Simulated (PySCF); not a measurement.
CH3Cl2Ga, SMILES `C[Ga](Cl)Cl`.

Computed with PySCF, ωB97X/def2-TZVP, geometry: GFN2-xTB. No frequency check shows the geometry to be a minimum. GFN2-xTB bond lengths at metals and heavier atoms can be off by up to 0.1 Å and shapes distorted, which carries into these values.

Geometry (Å), atoms numbered from 1:

```
C1      -0.0202    2.2866   -0.0002
Ga2     -0.0004    0.2467   -0.0012
Cl3      1.7882   -0.8513    0.0007
Cl4     -1.7751   -0.8741    0.0007
H5      -0.3425    2.6488    0.9785
H6       0.9787    2.6671   -0.2151
H7      -0.7267    2.6469   -0.7501
```

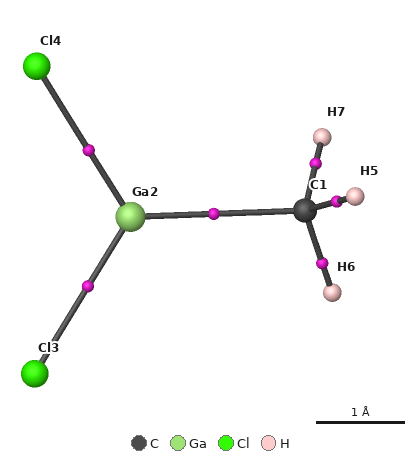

Molecular graph of the electron density (QTAIM): bond paths, bond critical points (magenta), ring points (cyan, if any); weak paths are dashed.

How many critical points of each kind are there, and does the count close?

7 nuclei, 6 bond, 0 ring and 0 cage critical points: 7 − 6 + 0 − 0 = 1, as the Poincaré–Hopf relation requires.

Give the properties at the bond critical points.

```
   bond  length (Å)  ρ (a.u.)  ∇²ρ (a.u.)     ε  H (a.u.)
  C1–H6       1.090     0.276       −0.93  0.01    −0.277
  C1–H7       1.091     0.274       −0.92  0.02    −0.275
  C1–H5       1.092     0.273       −0.91  0.02    −0.273
Ga2–Cl3       2.099     0.107       +0.31  0.01    −0.038
Ga2–Cl4       2.099     0.106       +0.31  0.01    −0.038
 C1–Ga2       2.040     0.104       +0.12  0.01    −0.040
```

What kind of interaction is C1–H7?

Shared-shell (covalent): ρ = 0.274, ∇²ρ = −0.92, H = −0.275 a.u.

Cost of the run: 21 s on 1 thread of Intel(R) Xeon(R) Platinum 8375C CPU @ 2.90GHz (Ice Lake), on a shared host, peak memory 0.69 GiB.
